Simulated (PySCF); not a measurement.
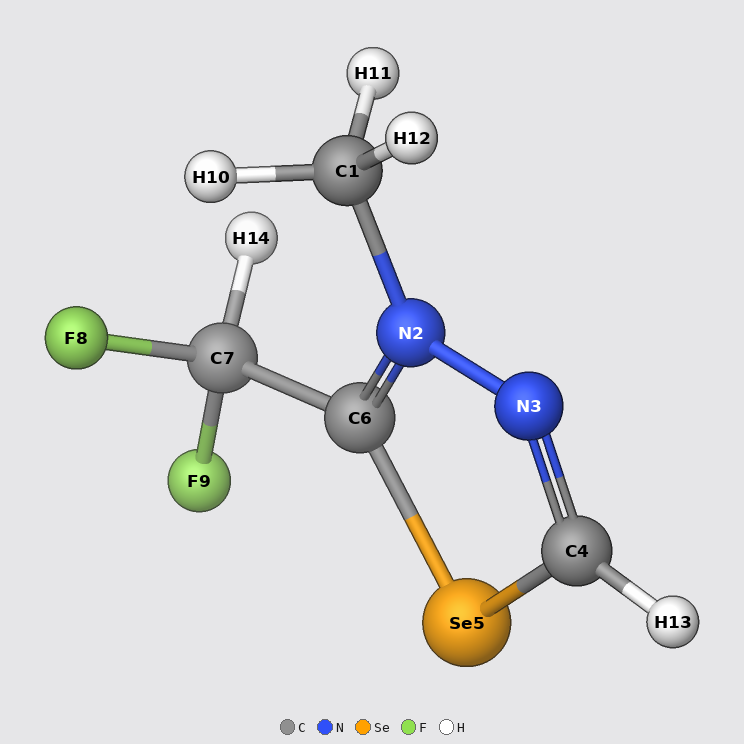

The species has charge +1 and is a spin singlet. The computed structure is the end point of a GFN2-xTB optimisation. No frequency run is at hand to confirm it as a minimum. Electric field gradients from the ground-state density, B3LYP/pcJ-1 (pcSseg-1 on Se) (PySCF 2.14.0), non-relativistic apart from any core potentials.

Give the largest field-gradient component, the quadrupole coupling constant and the asymmetry for 14N at N2 (Q = 20.44 mb), 14N at N3 (Q = 20.44 mb), 2H at H10 (Q = 2.86 mb), 2H at H11 (Q = 2.86 mb), 2H at H12 (Q = 2.86 mb), 2H at H13 (Q = 2.86 mb).

```json
{"atom": "N2", "V_zz (a.u.)": "0.417", "e²qQ/h (MHz)": "2.00", "η": "0.98"}
{"atom": "N3", "V_zz (a.u.)": "−1.162", "e²qQ/h (MHz)": "−5.58", "η": "0.35"}
{"atom": "H10", "V_zz (a.u.)": "0.278", "e²qQ/h (MHz)": "0.187", "η": "0.11"}
{"atom": "H11", "V_zz (a.u.)": "0.283", "e²qQ/h (MHz)": "0.190", "η": "0.11"}
{"atom": "H12", "V_zz (a.u.)": "0.280", "e²qQ/h (MHz)": "0.188", "η": "0.11"}
{"atom": "H13", "V_zz (a.u.)": "0.308", "e²qQ/h (MHz)": "0.207", "η": "0.07"}
```

The geometry is semi-empirical. Around Se such bond lengths and angles can be off by a tenth of an ångström or more and by several degrees, and values that hang on the shape move with them.
